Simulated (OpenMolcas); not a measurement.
**Run report: Sb⁺, multiconfigurational calculation (part 2 of 2)**

Continued. System: Sb⁺. Method: state-averaged RASSCF, active space 4 electrons in the shells 5s 5p 5d; RAS3 5d with at most 2 electrons, basis ANO-RCC, DKH2 scalar Hamiltonian, spin-orbit coupling by RASSI with atomic mean-field integrals (OpenMolcas).

## Output (extracts), continued
```
--- RASSI ---
SPIN-FREE ENERGIES:
  (Shifted by EMIN (a.u.) =      -6476.2148639733)

 SF State       Relative EMIN(au)   Rel lowest level(eV)    D:o, cm**(-1)      L_eff

     1             0.0000000000        0.0000000000              0.0000         1.0
     2             0.0000000000        0.0000000000              0.0000         1.0
     3             0.0000000000        0.0000000000              0.0000         1.0
     7             0.0378847420        1.0308963478           8314.7398         2.0
     8             0.0378847420        1.0308963478           8314.7398         2.0
     9             0.0378847420        1.0308963478           8314.7398         2.0
    10             0.0378847420        1.0308963478           8314.7398         2.0
    11             0.0378847420        1.0308963478           8314.7398         2.0
    12             0.0898684398        2.4454448276          19723.8427         0.0
    18             0.1706025670        4.6423323448          37442.9355         0.0
    19             0.2635090851        7.1704474940          57833.5593         2.0
    20             0.2635090851        7.1704474940          57833.5593         2.0
    21             0.2635090851        7.1704474940          57833.5593         2.0
    22             0.2635090851        7.1704474940          57833.5593         2.0
    23             0.2635090851        7.1704474940          57833.5593         2.0
    27             0.3079949034        8.3809682782          67597.0679         2.0
    28             0.3079949045        8.3809683089          67597.0681         2.0
    29             0.3079949060        8.3809683497          67597.0685         2.0
    30             0.3079949073        8.3809683833          67597.0687         2.0
    31             0.3079949081        8.3809684048          67597.0689         2.0
    24             0.3102686640        8.4428404563          68096.1007         1.0
    25             0.3102686640        8.4428404563          68096.1007         1.0
    26             0.3102686640        8.4428404563          68096.1007         1.0
    32             0.4136627398       11.2563365880          90788.4773         1.0
    33             0.4136627398       11.2563365880          90788.4773         1.0
    34             0.4136627398       11.2563365880          90788.4773         1.0
     4             0.5577462292       15.1770480708         122411.1481         1.0
     5             0.5577462292       15.1770480708         122411.1481         1.0
     6             0.5577462292       15.1770480708         122411.1481         1.0
    17             0.6028335493       16.4039365533         132306.6710         2.0
    16             0.6028335493       16.4039365533         132306.6710         2.0
    13             0.6028335493       16.4039365533         132306.6710         2.0
    14             0.6028335493       16.4039365533         132306.6710         2.0
    15             0.6028335493       16.4039365533         132306.6710         2.0
     Dipole printing threshold changed to   1.00000000E+00

++ Dipole transition strengths (spin-free states):
   -----------------------------------------------
     for osc. strength at least  1.00000000E+00
Eigenvalues of complex Hamiltonian:
   -----------------------------------
  (Shifted by EMIN (a.u.) =      -6476.2148639733)

 SO State       Relative EMIN(au)   Rel lowest level(eV)    D:o, cm**(-1)     J-value

     1            -0.0194042384        0.0000000000              0.0000        -0.0
     2            -0.0076027387        0.3211351685           2590.1298         0.8
     3            -0.0076027387        0.3211351685           2590.1298         0.9
     4            -0.0076027386        0.3211351686           2590.1298         0.6
     5             0.0042481358        0.6436138902           5191.0961         1.0
     6             0.0042481358        0.6436138902           5191.0961         1.8
     7             0.0042481358        0.6436138902           5191.0961         1.3
     8             0.0042481358        0.6436138901           5191.0961         1.8
     9             0.0042481358        0.6436138901           5191.0961         1.8
    10             0.0412260025        1.6498329046          13306.7998         1.8
    11             0.0412260025        1.6498329046          13306.7998         1.8
    12             0.0412260025        1.6498329046          13306.7998         1.0
    13             0.0412260025        1.6498329046          13306.7998         1.8
    14             0.0412260025        1.6498329046          13306.7998         1.3
    15             0.0940627021        3.0875927445          24903.1149         0.0
    16             0.1694368754        5.1386284865          41445.8338         1.0
    17             0.1694368754        5.1386284865          41445.8338         1.8
    18             0.1694368754        5.1386284865          41445.8338         2.0
    19             0.1694368754        5.1386284865          41445.8338         1.8
    20             0.1694368754        5.1386284865          41445.8338         1.0
    21             0.2600301077        7.6037959228          61328.7501         0.6
    22             0.2600301077        7.6037959231          61328.7501         1.0
    23             0.2600301077        7.6037959229          61328.7501         0.6
    24             0.2602295076        7.6092218698          61372.5133         1.6
    25             0.2602295076        7.6092218695          61372.5133         1.3
    26             0.2602295076        7.6092218697          61372.5133         1.7
    27             0.2602295076        7.6092218703          61372.5133         1.6
    28             0.2602295076        7.6092218702          61372.5133         1.5
    29             0.2644869184        7.7250719187          62306.9070         2.7
    30             0.2644869184        7.7250719187          62306.9070         2.7
    31             0.2644869184        7.7250719190          62306.9070         1.6
    32             0.2644869184        7.7250719189          62306.9070         2.5
    33             0.2644869184        7.7250719189          62306.9070         2.4
    34             0.2644869184        7.7250719190          62306.9070         1.7
    35             0.2644869184        7.7250719190          62306.9070         2.6
    36             0.3033702550        8.7831414095          70840.8129         1.1
    37             0.3033702558        8.7831414334          70840.8131         1.8
    38             0.3033702570        8.7831414650          70840.8134         1.8
    39             0.3033702580        8.7831414912          70840.8136         1.7
    40             0.3033702586        8.7831415082          70840.8137         1.2
    41             0.3118294138        9.0133268482          72697.3837         0.0
Weights of the five most important spin-orbit-free states for each spin-orbit state.

 SO State  Total energy (au)           Spin-free states, spin, and weights
 -------------------------------------------------------------------------------------------------------
    1        -0.019404       2 1.0  0.3210    1 1.0  0.3210    3 1.0  0.3210   12 0.0  0.0370    6 1.0  0.0000
    2        -0.007603       3 1.0  0.5000    2 1.0  0.4698    1 1.0  0.0302    6 1.0  0.0000    5 1.0  0.0000
    3        -0.007603       3 1.0  0.4919    1 1.0  0.4705    2 1.0  0.0377    6 1.0  0.0000    4 1.0  0.0000
    4        -0.007603       1 1.0  0.4993    2 1.0  0.4925    3 1.0  0.0082    4 1.0  0.0000    5 1.0  0.0000
    5         0.004248       3 1.0  0.4463    1 1.0  0.2637    2 1.0  0.1996    9 0.0  0.0874    8 0.0  0.0016
    6         0.004248       3 1.0  0.4528    2 1.0  0.2549    1 1.0  0.2018    8 0.0  0.0878    9 0.0  0.0017
    7         0.004248       3 1.0  0.6021    2 1.0  0.1704    1 1.0  0.1370    7 0.0  0.0898   11 0.0  0.0003
    8         0.004248       2 1.0  0.4597    1 1.0  0.4450   11 0.0  0.0600   10 0.0  0.0295    3 1.0  0.0049
    9         0.004248       1 1.0  0.4685    2 1.0  0.4312   10 0.0  0.0597   11 0.0  0.0290    3 1.0  0.0098
   10         0.041226      11 0.0  0.9094    2 1.0  0.0453    1 1.0  0.0451    9 0.0  0.0001    8 0.0  0.0001
   11         0.041226      10 0.0  0.9093    1 1.0  0.0453    2 1.0  0.0451    8 0.0  0.0002    9 0.0  0.0001
   12         0.041226       9 0.0  0.9093    3 1.0  0.0452    2 1.0  0.0229    1 1.0  0.0224    8 0.0  0.0001
```

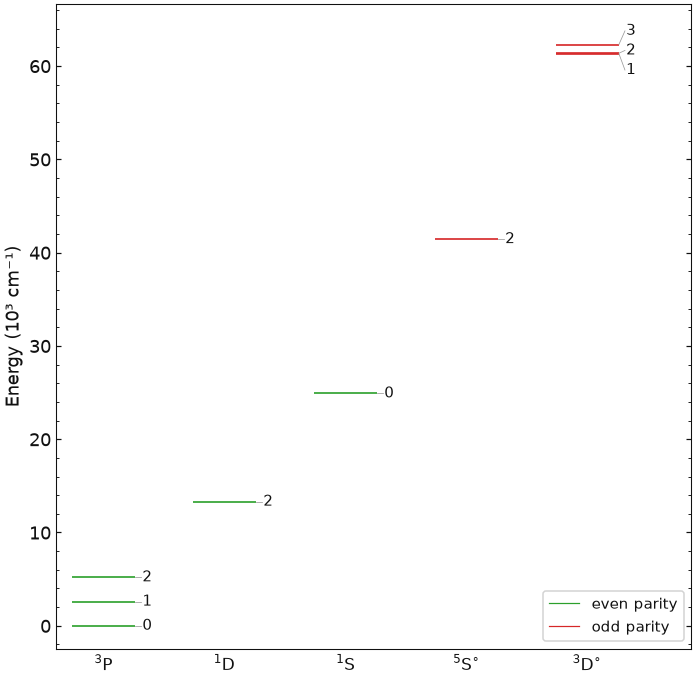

Figure 1. Level diagram of Sb⁺. The lowest level is 5s² 5p² ³P₀. The first excited level, 5s² 5p² ³P₁, lies at 2,590 cm⁻¹. The ground term spreads over 5,190 cm⁻¹ in the order J = 0, 1, 2, a normal multiplet. Among those computed, the lowest level of opposite parity, 5s 5p³ ⁵S°₂, is at 41,400 cm⁻¹. The leading LS term holds 96 % of a level on average. Spin-orbit coupling puts the ground level 4,260 cm⁻¹ below the lowest spin-free term.

```tsv
Configuration	Level	E (cm⁻¹)	LS purity (%)
5s² 5p²	³P₀	0	96
5s² 5p²	³P₁	2,590	100
5s² 5p²	³P₂	5,191	91
5s² 5p²	¹D₂	13,310	91
5s² 5p²	¹S₀	24,900	96
5s 5p³	⁵S°₂	41,450	99
5s 5p³	³D°₁	61,330	97
5s 5p³	³D°₂	61,370	94
5s 5p³	³D°₃	62,310	100
```

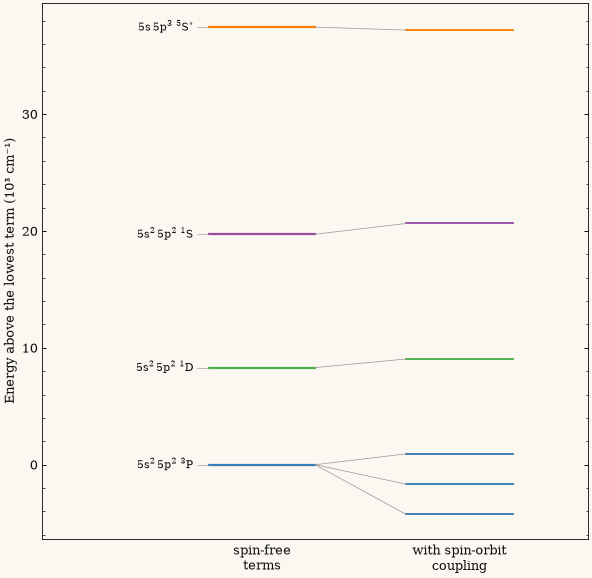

Figure 2. Terms of Sb II (Sb⁺) without and with spin-orbit coupling; the J values are left off. 5s² 5p² ³P (at 0) splits over 5,190 cm⁻¹ into J = 0, 1, 2 from the bottom up (normal); 5s² 5p² ¹D (at 8,310 cm⁻¹) gives the one level J = 2; 5s² 5p² ¹S (at 19,700 cm⁻¹) gives the one level J = 0; 5s 5p³ ⁵S° (at 37,400 cm⁻¹) gives the one level J = 2. The ground level lies 4,260 cm⁻¹ below the lowest term.

Outcome of the run: converged.
